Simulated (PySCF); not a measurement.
**As₄CuH₁₂ (SMILES [AsH3]->[Cu+](<-[AsH3])(<-[AsH3])<-[AsH3]) (charge +1): density, localisation and related maps**

The calculation's input:

```
{"job": {"kind": "uv", "xc": "CAM-B3LYP", "basis": "def2-SVPD", "ip": false, "nstates": 15}, "charge": 1, "multiplicity": 1}
Cu     0.004185     0.012463     0.045609
As    -0.238936    -0.103812     2.434507
H     -1.618994    -0.182028     3.043078
H      0.293440     0.999182     3.317768
H      0.366430    -1.261444     3.192468
As     2.332290    -0.006468    -0.573843
H      3.220436    -1.174198    -0.215698
H      3.246351     1.085259    -0.069981
H      2.718476     0.083186    -2.031669
As    -1.013378     2.003559    -0.849024
H     -2.444756     2.346572    -0.510116
H     -1.131638     2.164625    -2.346095
H     -0.421757     3.362789    -0.559537
As    -1.077959    -1.886288    -0.965251
H     -0.659487    -3.289324    -0.594017
H     -1.037227    -2.068625    -2.464126
H     -2.566005    -2.086047    -0.793832
```

Run with:

```sh
OMP_NUM_THREADS=1 python probes_run.py task.json out
```

Geometry: PBE0-D3(BJ)/def2-SVP.

Level of theory: CAM-B3LYP/def2-SVPD, SCF density, gas phase in PySCF 2.14.0.

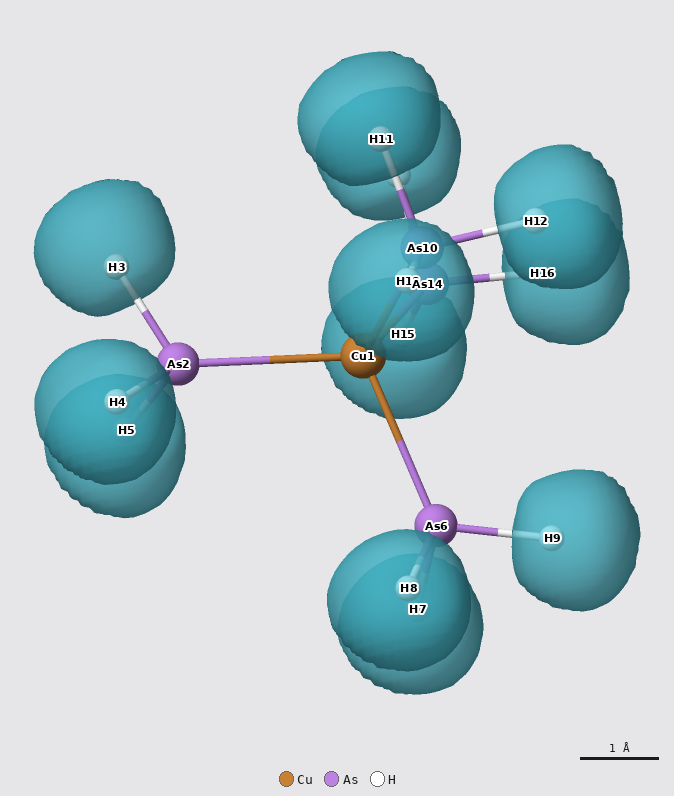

Figure 1. Isosurface of the electron localisation function at 0.9 (cyan), seen at a tilt. Core shells and regions of very low density are left out.

Describe the localisation domains.

Answer. The surface consists of twelve regions around hydrogen nuclei. Along the contacts the grid gives the following. Cu–As (2.40 Å): the ELF peaks at about 0.75 between the atoms. As–H (1.51 Å): the ELF climbs to about 1 towards the hydrogen, as it does in any bond to H.

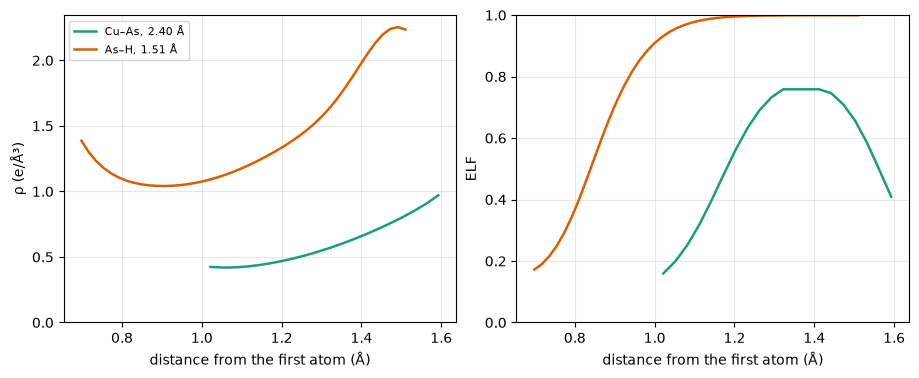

Figure 2. Electron density and ELF along straight lines between neighbouring atoms. The curves leave out the atomic cores.

What can be read from the curves?

Answer. Cu–As (2.40 Å): the density is about 0.47 e/Å³ at the midpoint, with its minimum of 0.42 e/Å³ about 1.1 Å from Cu; the ELF peaks at about 0.75 between the atoms.
As–H (1.51 Å): the density is about 1.2 e/Å³ at the midpoint; the ELF climbs to about 1 towards the hydrogen.
